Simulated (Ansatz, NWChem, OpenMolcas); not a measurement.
A substitution series on C: H to F

On one C centre that keeps CH3, n of the H ligands are replaced by F. The atomisation energy (no zero-point term) y in kJ/mol at CCSD(T)/CBS estimate. Shapes: PBE0-D4/def2-TZVP. Programs: Ansatz 0.2.0, NWChem 7.3.0, OpenMolcas 26.06. A level may come from different programs for different species; with the same settings they agree closely.

```
molecule  n  y (kJ/mol)
    C2H6  0        2982
   C2H5F  1           ?
  C2H4F2  2        3091
  C2H3F3  3        3182
```

Q: Fit y = c + s·n to the known rows and predict C2H5F.

A: 
1. Means of the 3 rows: n = 1.66667, y = 3085.0.
2. Σ(Δn)² = 4.6667, Σ(Δn·Δy) = 303, so the slope is 303/4.6667 = 64.928.
3. Intercept: 3085.0 − (64.928) × 1.66667 = 2976.8. The largest residual of the fit is 16.
4. C2H5F: 2976.8 + (64.928) × 1 = 3042 kJ/mol.

The run gave 3016 kJ/mol, so the prediction is off by +26 kJ/mol, more than the largest residual. The step per swap changes from +34 to +91 kJ/mol along the series, so a line misses the bend: the ligands act on one another. The slope is only an average step. Other levels give for C2H5F: SPW92/def2-TZVPP 3434; r2SCAN-D4/def2-TZVPP 3019; B3LYP/6-31G* (Cartesian functions) 3011 kJ/mol. At 2 other levels on record the series doesn't rise at every step. The CBS estimate extrapolates MP2 from def2-TZVPP and def2-QZVPP and adds CCSD(T) − MP2 in the triple-zeta set, cores frozen.

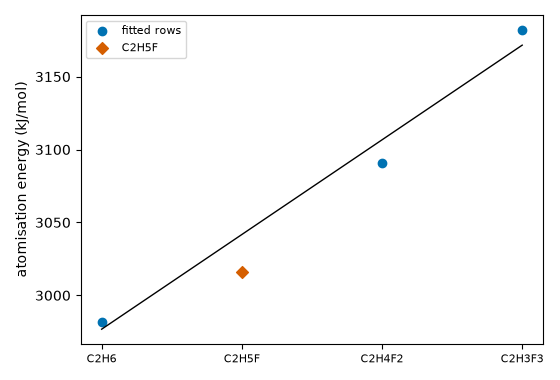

The fitted line, with the withheld member.
